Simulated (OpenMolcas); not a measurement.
**How basis sets differ on AlB2H5 (SMILES B[BH][AlH2])**

AlB2H5: 8 atoms, total charge 0, spin state singlet. As SMILES, `B[BH][AlH2]`. The shape comes from GFN2-xTB, which is rough for such elements, and wasn't checked as a minimum.

```jsonl
{"atom": "B", "x (Å)": "-1.1583", "y (Å)": "0.7154", "z (Å)": "-0.8848"}
{"atom": "B", "x (Å)": "0.2634", "y (Å)": "0.7317", "z (Å)": "-0.1854"}
{"atom": "Al", "x (Å)": "0.9075", "y (Å)": "-0.9682", "z (Å)": "0.8659"}
{"atom": "H", "x (Å)": "-1.3473", "y (Å)": "0.3165", "z (Å)": "-1.9764"}
{"atom": "H", "x (Å)": "-2.1476", "y (Å)": "1.0198", "z (Å)": "-0.3233"}
{"atom": "H", "x (Å)": "1.0683", "y (Å)": "1.5950", "z (Å)": "-0.1573"}
{"atom": "H", "x (Å)": "0.0329", "y (Å)": "-2.1845", "z (Å)": "1.3224"}
{"atom": "H", "x (Å)": "2.3811", "y (Å)": "-1.2258", "z (Å)": "1.3389"}
```

Quantity: the dipole moment, in D. The values are calculated.

| level | kind | program | value (D) |
| --- | --- | --- | --- |
| HF/STO-3G | Hartree–Fock | OpenMolcas | 0.46 |
| HF/3-21G | Hartree–Fock | OpenMolcas | 0.94 |
| HF/def2-SVP | Hartree–Fock | OpenMolcas | 0.98 |
| HF/aug-cc-pVDZ | Hartree–Fock | OpenMolcas | 1.02 |
| HF/def2-TZVP | Hartree–Fock | OpenMolcas | 1.02 |
| HF/cc-pVTZ (RICD fitting) | Hartree–Fock | OpenMolcas | 1.00 |

The values span 0.46 to 1.02 D. Magnitudes only: a small dipole may point the other way at some levels. Sets without polarisation functions give poor dipoles. Without the sets that lack polarisation functions the rows with a basis span only 0.98 to 1.02 D.

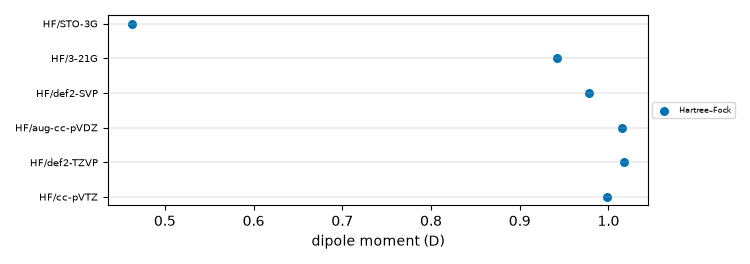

The values of the table, level by level.
